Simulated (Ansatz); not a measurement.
Cu under a change: x(Au) = 0.667, 3 atoms, I4/mmm

Start from Cu in the fcc (Cu type) structure (space group Fm-3m, No. 225; a = 3.5638 Å).

The other end (x = 1) is Au in the fcc (Cu type) structure (space group Fm-3m, No. 225): 17.02 Å³/atom, gap zero.

The change: a fraction x = 0.667 of the Cu sites is given to Au, ordered in a cell of 3 atoms (starting symmetry I4/mmm) and fully relaxed.

Level of theory: PBEsol (Ansatz, a program for electronic structure, PAW, no SOC). Settings: 23×23×23 k-points, 0.05 eV Fermi–Dirac smearing, for the changed cell.

Density: 16.71 g/cm³ (base 9.33 g/cm³)
Shortest interatomic distance: 5.039 bohr (base 4.762 bohr)
Band gap: zero (base zero)
Mixing energy: -0.04 eV/atom (to 0.01 eV only: unlike meshes or grids)
Deviation of the volume from the linear (Vegard-type) interpolation: +0.3 %

Final structure:

```
CELL_PARAMETERS angstrom
     -1.41720     1.41720     5.66037
      1.41720    -1.41720     5.66037
      1.41720     1.41720    -5.66037
ATOMIC_POSITIONS crystal
  Au 0.84467 0.84467 0.00000
  Au 0.15533 0.15533 0.00000
  Cu 0.50000 0.50000 0.00000
```

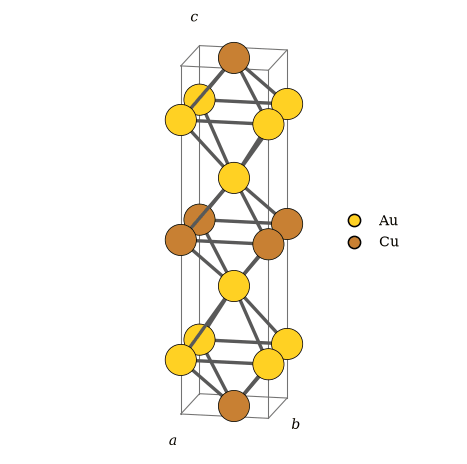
The relaxed conventional cell after the change

These are small ordered cells, not random alloys; other orderings at the same x differ. No phonon test of stability was made. All final runs are without spin polarisation.
